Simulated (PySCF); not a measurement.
**NMR shielding calculation of C$_{3}$H$_{9}$NO$_{2}$Si**

The run: NMR shielding calculation of C$_{3}$H$_{9}$NO$_{2}$Si, SMILES C[Si]1(N)OCCO1. Method and program: common gauge origin PBE0/cc-pVDZ NMR shielding, non-relativistic, gas phase (PySCF 2.14.0).

Some settings of this run were made unusual or wrong on purpose. The geometry comes from this level: GFN2-xTB. Figures and captions count atoms from 1; the log counts them from 0 in places.

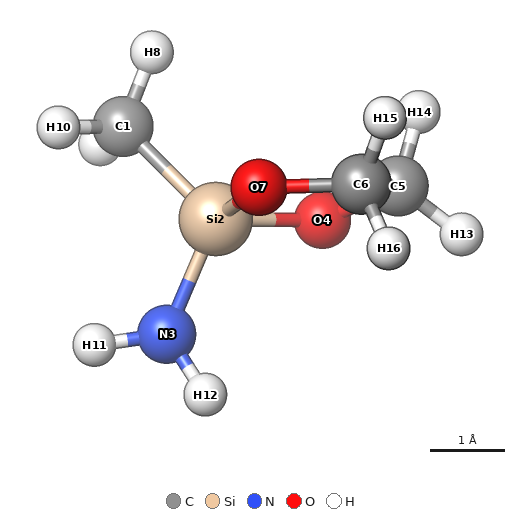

Figure 1. The structure (ball-and-stick view, seen at a tilt; atoms are numbered from 1 in the order of the input). Bond lengths as drawn: C–C 1.55 Å, C–H 1.08 to 1.10 Å, C–O 1.39 to 1.40 Å, C–Si 1.89 Å, H–N 1.00 to 1.01 Å, N–Si 1.72 Å and O–Si 1.65 to 1.66 Å.

The input
```
{"job": {"kind": "nmr", "xc": "PBE0", "basis": "cc-pVDZ", "pop": true, "gauge": [0, 0, 0], "scf": {"level_shift": 0.9, "max_cycle": 68}}, "charge": 0, "multiplicity": 1}
C      1.946321    -1.108933    -0.114691
Si     0.573581     0.184028    -0.202494
N      1.209175     1.611200    -0.912715
O     -0.766317    -0.221843    -1.068110
C     -1.882398    -0.416505    -0.255909
C     -1.578229     0.179207     1.137819
O     -0.195689     0.324078     1.256197
H      1.589018    -2.068041     0.245004
H      2.382040    -1.257374    -1.095097
H      2.735049    -0.776890     0.549967
H      2.164887     1.871275    -0.755643
H      0.629572     2.416173    -1.081859
H     -2.744300     0.072368    -0.717233
H     -2.084778    -1.490411    -0.177057
H     -1.939094    -0.473433     1.936771
H     -2.046434     1.164045     1.243639
```

The first line tells a small driver script what to run in PySCF; the rest is the geometry in Å.

Run on 1 CPU thread, shared host.

Launch command:
```bash
OMP_NUM_THREADS=1 python <driver script> task.json out
```

What the program printed
```
final grid: 127312 points
cycle   1  E = -613.7387582943  dE =  1.246e+00  |g| = 1.128e+00  |ddm| = 6.652e+00
cycle   2  E = -614.0072355289  dE = -2.685e-01  |g| = 4.183e-01  |ddm| = 1.989e+00
cycle   3  E = -614.0436049673  dE = -3.637e-02  |g| = 1.573e-01  |ddm| = 6.587e-01
cycle   4  E = -614.0507637505  dE = -7.159e-03  |g| = 7.242e-02  |ddm| = 2.920e-01
cycle   5  E = -614.0526609384  dE = -1.897e-03  |g| = 3.341e-02  |ddm| = 1.333e-01
cycle   6  E = -614.0531975291  dE = -5.366e-04  |g| = 1.854e-02  |ddm| = 7.570e-02
cycle   7  E = -614.0533795480  dE = -1.820e-04  |g| = 1.091e-02  |ddm| = 4.312e-02
cycle   8  E = -614.0534477586  dE = -6.821e-05  |g| = 6.671e-03  |ddm| = 2.539e-02
cycle   9  E = -614.0534748360  dE = -2.708e-05  |g| = 4.214e-03  |ddm| = 1.605e-02
cycle  10  E = -614.0534860227  dE = -1.119e-05  |g| = 2.759e-03  |ddm| = 1.008e-02
cycle  11  E = -614.0534908326  dE = -4.810e-06  |g| = 1.815e-03  |ddm| = 6.506e-03
cycle  12  E = -614.0534929332  dE = -2.101e-06  |g| = 1.230e-03  |ddm| = 4.280e-03
cycle  13  E = -614.0534938791  dE = -9.459e-07  |g| = 8.437e-04  |ddm| = 2.844e-03
cycle  14  E = -614.0534943139  dE = -4.348e-07  |g| = 5.732e-04  |ddm| = 1.906e-03
cycle  15  E = -614.0534945151  dE = -2.012e-07  |g| = 3.886e-04  |ddm| = 1.285e-03
cycle  16  E = -614.0534946068  dE = -9.171e-08  |g| = 2.728e-04  |ddm| = 8.675e-04
cycle  17  E = -614.0534946505  dE = -4.370e-08  |g| = 1.890e-04  |ddm| = 5.898e-04
cycle  18  E = -614.0534946712  dE = -2.068e-08  |g| = 1.313e-04  |ddm| = 4.025e-04
cycle  19  E = -614.0534946810  dE = -9.817e-09  |g| = 9.213e-05  |ddm| = 2.746e-04
cycle  20  E = -614.0534946857  dE = -4.731e-09  |g| = 6.426e-05  |ddm| = 1.886e-04
cycle  21  E = -614.0534946880  dE = -2.268e-09  |g| = 4.483e-05  |ddm| = 1.298e-04
cycle  22  E = -614.0534946891  dE = -1.096e-09  |g| = 3.161e-05  |ddm| = 8.913e-05
cycle  23  E = -614.0534946896  dE = -5.377e-10  |g| = 2.217e-05  |ddm| = 6.168e-05
level shift removed, Fock matrix diagonalised once more
converged SCF energy = -614.0534946896

GIAO shielding tensors (ppm)
atom      isotropic    diamagn.    paramagn.     s11        s22        s33       span
  0 C      220.286     344.940    -124.654    213.136    215.278    232.443     19.307
  1 Si     448.799    1089.908    -641.109    423.834    442.468    480.097     56.264
  2 N      229.356     394.756    -165.400    183.604    233.746    270.717     87.114
  3 O      348.347     547.570    -199.223    294.940    345.300    404.800    109.860
  4 C      163.717     368.290    -204.573    137.171    145.968    208.011     70.840
  5 C      162.457     366.607    -204.150    134.243    144.574    208.554     74.311
  6 O      339.036     548.817    -209.781    283.378    339.876    393.854    110.476
  7 H       38.239      50.397     -12.157     13.908     32.162     68.648     54.740
  8 H       20.144      -1.188      21.332     -4.771      1.938     63.264     68.036
  9 H       20.809       1.004      19.805     -3.855      2.218     64.065     67.919
 10 H       -0.588     -53.022      52.434    -37.621    -24.863     60.720     98.341
 11 H       19.131       4.025      15.106    -19.385      3.359     73.419     92.804
 12 H       14.569     -21.727      36.296     -9.058     -3.265     56.030     65.087
 13 H       29.852      28.215       1.637      8.155     16.272     65.128     56.973
 14 H       18.047     -10.223      28.270     -3.208      1.372     55.977     59.185
 15 H       24.535      11.551      12.984     -0.201      9.058     64.749     64.950
```

Outcome

| quantity | value |
| --- | --- |
| outcome | converged |
| total energy | −614.053495 hartree |
| HOMO | −7.06 eV |
| LUMO | 1.57 eV |
| dipole moment | 0.75 D |
| isotropic shielding, C | 162.5 to 220.3 ppm |
| isotropic shielding, Si | 448.8 ppm |
| isotropic shielding, N | 229.4 ppm |
| isotropic shielding, O | 339.0 to 348.3 ppm |
| isotropic shielding, H | −0.6 to 38.2 ppm |
| wall time | 38 s |
| peak memory | 0.77 GiB |

What went wrong

Some settings of this run were drawn to be unusual or wrong; see gauge = [0, 0, 0]. It converged; results that depend on the unusual settings are not reference values.
